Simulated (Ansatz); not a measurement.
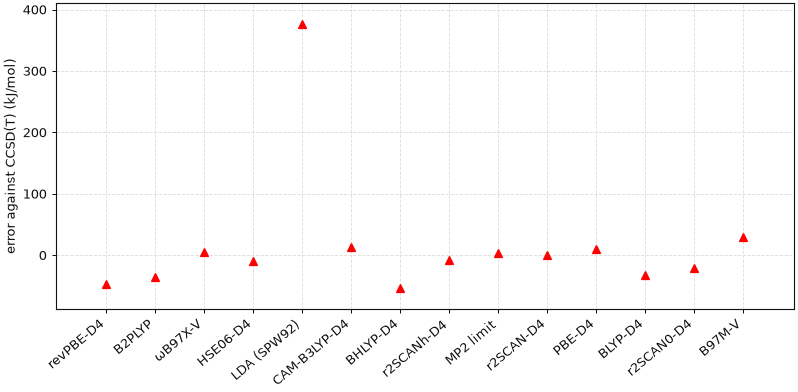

Error in the electronic atomisation energy (method less reference, so positive means overbinding) of C₂H₇Al, SMILES C[CH2][AlH2], singlet: functionals in def2-TZVPP against frozen-core CCSD(T) at the limit (MP2 extrapolated from triple and quadruple zeta, plus CCSD(T) less MP2 in a smaller set), which gives 3386.7 kJ/mol, at a PBE0-D4/def2-TZVP geometry (a minimum by its frequencies), no zero-point or spin-orbit term, the Ansatz code 0.2.0. The reference leaves out core correlation, a term that grows with the number of heavy atoms. B2PLYP holds a correlation term that converges slowly with the basis, so part of the distance to the limit is basis error. No dispersion term is added to B2PLYP. Limit means the basis limit.

> What range do the values span?

From −53.4 kJ/mol (BHLYP-D4) to 375.8 kJ/mol (LDA (SPW92)).

> Give the values.

| level | kJ/mol |
| --- | --- |
| revPBE-D4 | −46.6 |
| B2PLYP | −36.1 |
| ωB97X-V | 6.0 |
| HSE06-D4 | −8.9 |
| LDA (SPW92) | 375.8 |
| CAM-B3LYP-D4 | 13.8 |
| BHLYP-D4 | −53.4 |
| r2SCANh-D4 | −8.5 |
| MP2 limit | 3.0 |
| r2SCAN-D4 | 0.6 |
| PBE-D4 | 9.5 |
| BLYP-D4 | −31.6 |
| r2SCAN0-D4 | −21.3 |
| B97M-V | 28.8 |
